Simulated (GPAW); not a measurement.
# How K absorbs and reflects light

Aim: the dielectric function of K, and the optical constants that follow from it. The cell comes from an older database entry, whose edges can differ from later determinations, mostly by under a per cent.

Method: DFT, PBE, plane-wave PAW (GPAW data sets), scalar-relativistic, RPA, optical limit, in GPAW 26.7.0.

The database entry behind the starting cell lists a temperature near 5 K, so it need not match the best structure at ambient conditions.

## 1. Starting point

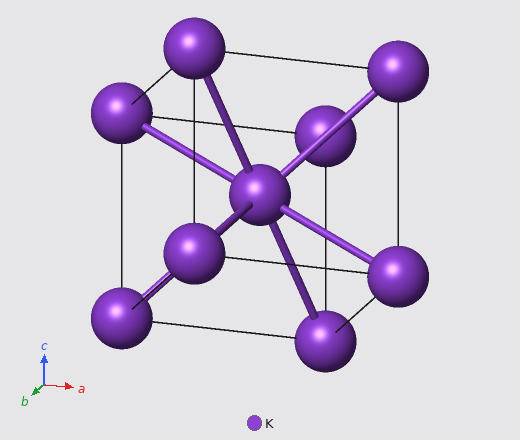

The starting structure, seen from a free direction (potassium purple). This picture shows the conventional cell, with its axes. Some periodic images of atoms are drawn too.

As a file:

```xyz
1
Lattice="-2.6125 2.6125 2.6125 2.6125 -2.6125 2.6125 2.6125 2.6125 -2.6125" Properties=species:S:1:pos:R:3 pbc="T T T"
K     0.0000    0.0000    0.0000
```

## 2. Bands for the response

At the fixed density, many empty bands are solved on the mesh of the response, since the spectrum sums over them.

This step: DFT, PBE, plane-wave PAW (GPAW data sets), scalar-relativistic, bands at fixed density (GPAW 26.7.0).

Input file nscf.py:

```python
from ase.dft.bandgap import bandgap
from gpaw import GPAW, FermiDirac

calc = GPAW('gs.gpw').fixed_density(kpts={'size': (12, 12, 12), 'gamma': True}, nbands=63, convergence={'bands': 57},
                                    occupations=FermiDirac(0.05), txt='nscf.txt')
print('gap (eV)', bandgap(calc, output=None)[0])
print('direct gap (eV)', bandgap(calc, direct=True, output=None)[0])
print('top band over the Fermi level (eV)', min(calc.get_eigenvalues(kpt=k)[56] for k in range(len(calc.get_ibz_k_points()))) - calc.get_fermi_level())
calc.write('full.gpw', mode='all')
```

On the command line:

```bash
$ OMP_NUM_THREADS=1 python nscf.py
```

Numbers of over 12 decimals in the logs are rounded to 6 here.

The program printed:

```text
Diagonalizing LCAO Hamiltonian
Converting LCAO to pw mode
convergence criteria:
- Maximum integral of absolute [eigenst]ate change: 4e-08 eV^2 / valence electron
maximum number of iterations: 150

SCF iterations
|iter     |      energy | eigst |  dens |
|iter:   1||             | +4.28 |       |
|iter:   2||             | +3.01 |       |
|iter:   3||             | +1.75 |       |
|iter:   4||             | +0.21 |       |
|iter:   5||             | -0.91 |       |
|iter:   6||             | -2.06 |       |
|iter:   7||             | -2.86 |       |
|iter:   8||             | -3.78 |       |
|iter:   9||             | -4.32 |       |
|iter:  10||             | -4.71 |       |
|iter:  11||             | -5.03 |       |
|iter:  12||             | -5.25 |       |
|iter:  13||             | -5.49 |       |
|iter:  14||             | -5.74 |       |
|iter:  15||             | -5.90 |       |
|iter:  16||             | -6.07 |       |
|iter:  17||             | -6.41 |       |
|iter:  18||             | -6.59 |       |
|iter:  19||             | -6.66 |       |
|iter:  20||             | -6.90 |       |
|iter:  21||             | -7.22 |       |
|iter:  22||             | -7.43c|       |
SCF steps: 22
  __  _  _
 | _ |_)|_||  |
 |__||  | ||/\| - 26.7.0

Versions:
  Python: 3.12.14
  ASE:    3.29.0
  Numpy:  2.5.5
  Scipy:  1.18.1
  Libxc:  7.0.0

Input parameters:
  mode=PW(ecut=500.0),
  convergence={'bands': 57},
  gpts=array([24, 24, 24]),
  kpts=MonkhorstPack(size=(12, 12, 12), gamma=True),
  maxiter=150,
  nbands=63,
  occupations=Occupations(name='fermi-dirac', width=0.05, fixmagmom=False),
  parallel={},
  xc=XC(name='PBE')

--- standard output ---
gap (eV) 0.0
direct gap (eV) 0.0
top band over the Fermi level (eV) 40.491679
```

Elapsed: 4 min, on 1 thread of Arm Neoverse V1, shared host; peak memory 0.29 GiB.

## 3. Dielectric function, RPA

Transitions between filled and empty bands, summed over the zone, give the optical response, so mesh, band count and broadening shape it.

The induced potential is part of this response.

This step: DFT, PBE, plane-wave PAW (GPAW data sets), scalar-relativistic, RPA, optical limit (GPAW 26.7.0).

Input file df.py:

```python
from gpaw.response.df import DielectricFunction

df = DielectricFunction('full.gpw', frequencies={'type': 'nonlinear', 'domega0': 0.03, 'omega2': 8},
                        ecut=50,
                        eta=0.15,
                        nbands=57,
                        rate=0.05,
                        txt='df.txt')
for direction in ['x']:
    df.get_dielectric_function(xc='RPA', direction=direction, filename=f'df_{direction}.csv')
```

On the command line:

```bash
$ OMP_NUM_THREADS=1 python df.py
```

The program printed:

```text
Using integrator: PointIntegrator
NonLinearFrequencyDescriptor(from 0.000 to 77.986 eV, 517 points)
Nonperiodic BCs:  [False False False]
Using integrator: PointIntegrator
NonLinearFrequencyDescriptor(from 0.000 to 77.986 eV, 517 points)
Nonperiodic BCs:  [False False False]
Using integrator: PointIntegrator

Calculating chi0 body with:
    Ground state adapter containing:
    Number of spins: 1
    Number of kpoints: 1728
    Number of irreducible kpoints: 72
    Number of completely occupied states: 4
    Number of partially occupied states: 6

    Linear response parametrization:
    q_c: [0.0, 0.0, 0.0]
    Number of frequency points: 517
    Planewave cutoff: 50.0
    Number of bands: 57
    Number of planewaves: 55
    Broadening (eta): 0.15

Integrating chi0 body.

Symmetries of q_c:
    Direct symmetries (Uq -> q): 48
    Indirect symmetries (TUq -> q): 0
In total 48 allowed symmetries.

72 groups of equivalent kpoints. 95.833333% reduction.

Integral kind: spectral function

Calculating chi0 optical extensions with:
    Ground state adapter containing:
    Number of spins: 1
    Number of kpoints: 1728
    Number of irreducible kpoints: 72
    Number of completely occupied states: 4
    Number of partially occupied states: 6

    Linear response parametrization:
    Number of frequency points: 517
    Planewave cutoff: 50.0
    Number of bands: 57
    Number of planewaves: 55
    Broadening (eta): 0.15
Integrating chi0 head and wings.

Symmetries of q_c:
    Direct symmetries (Uq -> q): 48
    Indirect symmetries (TUq -> q): 0
In total 48 allowed symmetries.

72 groups of equivalent kpoints. 95.833333% reduction.

Integral kind: spectral function wings

Calculating drude chi0 with:
    Number of frequency points:517
    Plasma frequency decay rate: 0.05 eV

    Ground state adapter containing:
    Number of spins: 1
    Number of kpoints: 1728
    Number of irreducible kpoints: 72
    Number of completely occupied states: 4
    Number of partially occupied states: 6

Symmetries of q_c:
    Direct symmetries (Uq -> q): 48
    Indirect symmetries (TUq -> q): 0
In total 48 allowed symmetries.

72 groups of equivalent kpoints. 95.833333% reduction.

Integral kind: intraband
Plasma frequency:
[[4.45-0.j 0.  +0.j 0.  +0.j]
 [0.  +0.j 4.45-0.j 0.  +0.j]
 [0.  +0.j 0.  +0.j 4.45-0.j]]
```

Run time: 21 s. Hardware: 1 thread; peak memory 0.25 GiB.

This step gave:

| Item | Value |
| --- | --- |
| centre of weight of the strongest loss peak in the window | 3.982 eV |

Some rows of df_x.csv (energy; Re and Im without local fields; Re and Im with them):

```text
0.000000, 7913.478586, -0.000000, 7913.389279, -0.000000
0.429336, -101.617521, 24.338635, -101.707248, 24.338275
0.878195, -23.969873, 2.933081, -24.060788, 2.931731
1.347938, -9.333703, 0.910983, -9.429513, 0.903955
1.840057, -4.461950, 0.418790, -4.549750, 0.412256
2.356191, -2.276929, 0.278200, -2.357609, 0.269490
2.898142, -1.042285, 0.193614, -1.124316, 0.185343
3.467895, -0.315890, 0.117639, -0.399553, 0.111882
4.067647, 0.140949, 0.092407, 0.059038, 0.088414
4.699832, 0.508468, 0.157200, 0.428127, 0.154211
5.367152, 0.651871, 0.114505, 0.564691, 0.113419
6.072622, 0.741864, 0.170017, 0.653885, 0.165126
6.819608, 0.791311, 0.225964, 0.721949, 0.232164
7.611886, 0.814048, 0.141532, 0.735486, 0.182612
8.453705, 0.901164, 0.079015, 0.789623, 0.132478
9.349861, 0.992371, 0.036304, 0.852908, 0.073097
10.305790, 1.074234, 0.019463, 0.920239, 0.041295
11.327680, 1.143311, 0.015137, 0.982037, 0.026495
12.422601, 1.215421, 0.014578, 1.026135, 0.024146
13.598673, 1.299362, 0.013044, 1.081284, 0.015040
```

Sum at mesh points, not converged in k. Im ε, E ∥ x against photon energy; read off at these points:

| photon energy (eV) | Im ε, E ∥ x |
| --- | --- |
| 1 | 2.00 |
| 2 | 0.371 |
| 3 | 0.169 |
| 4 | 0.0896 |
| 5 | 0.195 |
| 6 | 0.180 |
| 7 | 0.196 |
| 8 | 0.150 |
| 9 | 0.0736 |
| 10 | 0.0380 |
| 11 | 0.0258 |
| 12 | 0.0223 |
| 13 | 0.0104 |

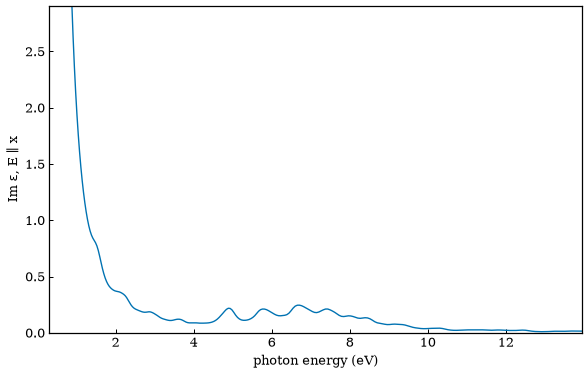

Im ε, E ∥ x against photon energy. Below 1 eV the curve runs off the scale.

Values under 1 per cm are given as 1; sum at mesh points, not converged in k. The absorption coefficient, E ∥ x by photon energy:

| photon energy (eV) | absorption coefficient, E ∥ x (1/cm) |
| --- | --- |
| 1 | 4.3e5 |
| 2 | 3.9e5 |
| 3 | 3.0e5 |
| 4 | 78868 |
| 5 | 74942 |
| 6 | 67639 |
| 7 | 81014 |
| 8 | 68820 |
| 9 | 36650 |
| 10 | 20233 |
| 11 | 14617 |
| 12 | 13488 |
| 13 | 6658 |

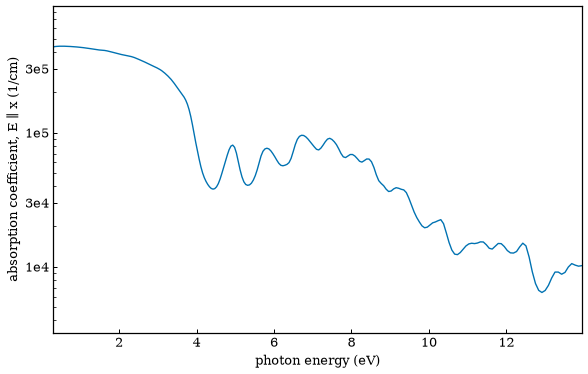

Absorption coefficient, E ∥ x, plotted against photon energy.

Sum at mesh points, not converged in k. Reflectivity at normal incidence, E ∥ x against photon energy; read off at these points:

| photon energy (eV) | reflectivity at normal incidence, E ∥ x (%) |
| --- | --- |
| 1 | 95.3 |
| 2 | 92.0 |
| 3 | 84.3 |
| 4 | 40.6 |
| 5 | 4.99 |
| 6 | 1.50 |
| 7 | 0.952 |
| 8 | 0.572 |
| 9 | 0.239 |
| 10 | 0.0707 |
| 11 | 0.0112 |
| 12 | 0.00358 |
| 13 | 0.0177 |

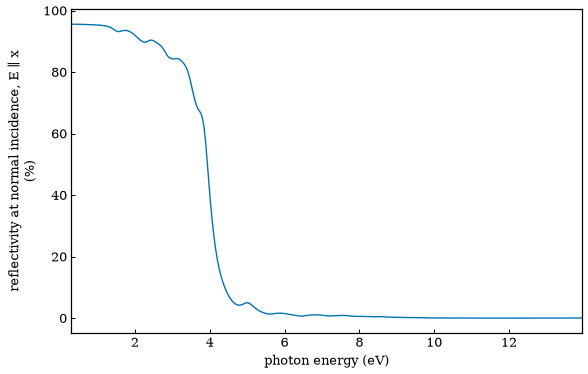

Reflectivity at normal incidence, E ∥ x against photon energy.

Sum at mesh points, not converged in k. The Im ε, E ∥ x by photon energy; read off at these points:

| photon energy (eV) | without local fields | with local fields |
| --- | --- | --- |
| 1 | 2.00 | 2.00 |
| 2 | 0.381 | 0.371 |
| 3 | 0.176 | 0.169 |
| 4 | 0.0936 | 0.0896 |
| 5 | 0.192 | 0.195 |
| 6 | 0.182 | 0.180 |
| 7 | 0.187 | 0.196 |
| 8 | 0.106 | 0.150 |
| 9 | 0.0411 | 0.0736 |
| 10 | 0.0198 | 0.0380 |
| 11 | 0.0191 | 0.0258 |
| 12 | 0.0110 | 0.0223 |
| 13 | 0.0109 | 0.0104 |

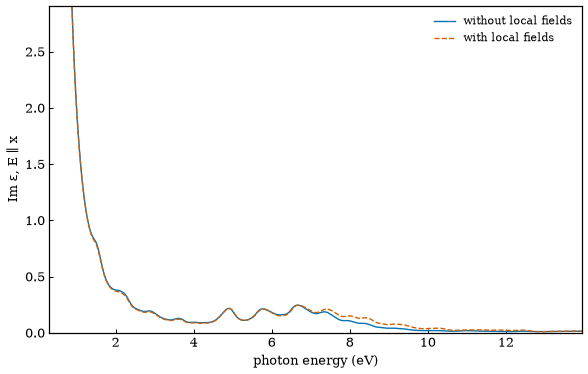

Im ε, E ∥ x against photon energy. Below 1 eV the curve runs off the scale.

The loss function −Im 1/ε at q → 0, E ∥ x has structure finer than the step of the table below, so its rows give means over 1 eV, whole bins alone (the curve runs from 0.305 to 14.0 eV). Peaks (eV: height): 4.0: 11.2.

Sum at mesh points, not converged in k. Loss function −Im 1/ε at q → 0, E ∥ x against energy loss; means over each step:

| energy loss (eV) | loss function −Im 1/ε at q → 0, E ∥ x |
| --- | --- |
| 1 | 0.00658 |
| 2 | 0.0309 |
| 3 | 0.219 |
| 4 | 3.84 |
| 5 | 0.665 |
| 6 | 0.363 |
| 7 | 0.350 |
| 8 | 0.244 |
| 9 | 0.120 |
| 10 | 0.0511 |
| 11 | 0.0269 |
| 12 | 0.0225 |
| 13 | 0.0121 |

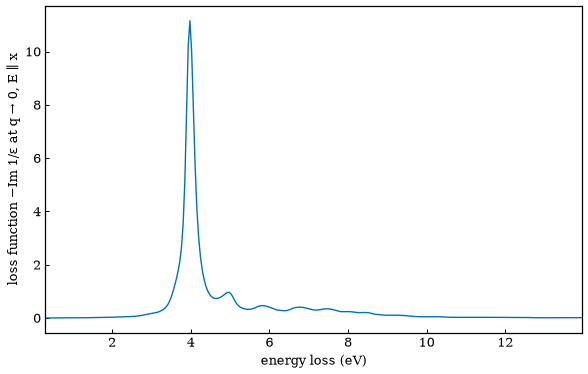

Loss function −Im 1/ε at q → 0, E ∥ x against energy loss.

At chosen wavelengths:

| wavelength (nm) | n | k | R (%) | 1/α |
| --- | --- | --- | --- | --- |
| 1550 | 0.36 | 5.419 | 95.4 | 23 nm |
| 1064 | 0.18 | 3.626 | 95.1 | 23 nm |
| 800 | 0.14 | 2.632 | 93.2 | 24 nm |
| 532 | 0.09 | 1.563 | 90.0 | 27 nm |
| 308 | 0.25 | 0.178 | 36.9 | 138 nm |
| 248 | 0.66 | 0.148 | 5.0 | 133 nm |
| 193 | 0.88 | 0.097 | 0.7 | 159 nm |

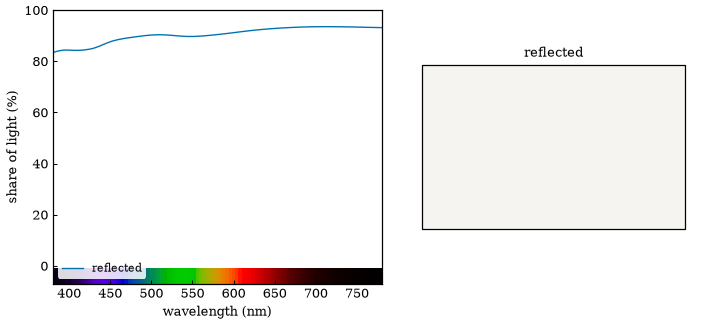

Light reflected across the visible range, with the colour that it makes of daylight (sRGB).

In reflection the computed colour is near white: x = 0.316, y = 0.333, luminous reflectivity 90 %.

## 4. Summary of results

* centre of weight of the strongest loss peak in the window, first axis: 3.98 eV

**Reading.** At this level (PBE, RPA) K is a metal. The mesh is too coarse to trust the carriers' weight, the reflectivity or the colour to better than tens of per cent. In reflection the computed colour is near white: x = 0.316, y = 0.333, luminous reflectivity 90 %. The carriers' damping of 0.05 eV is typed, not computed; it shapes the response at the lowest energies. GPAW's carrier term has the form −ωp²/(ω + i·rate)², which damps like twice the rate and fails at low energy, so the curves leave the lowest energies out. The sum runs over mesh points 0.14 Å⁻¹ apart with no interpolation, so peaks are partly noise of the mesh, and the Drude plasma energy, a sum over the Fermi surface, isn't converged.

[Machine, clock and banner lines and Python warnings are left out of the logs.]

[Logs are printed without paths, hosts, clocks, repeated set-up lines and the standing remarks that a program may print on its own settings, such as how far it seeks lower states.]

[Hosts, paths, dates, database ids (printed as entryN), source tags and the programs' standing remarks are cut or masked in the printed files.]
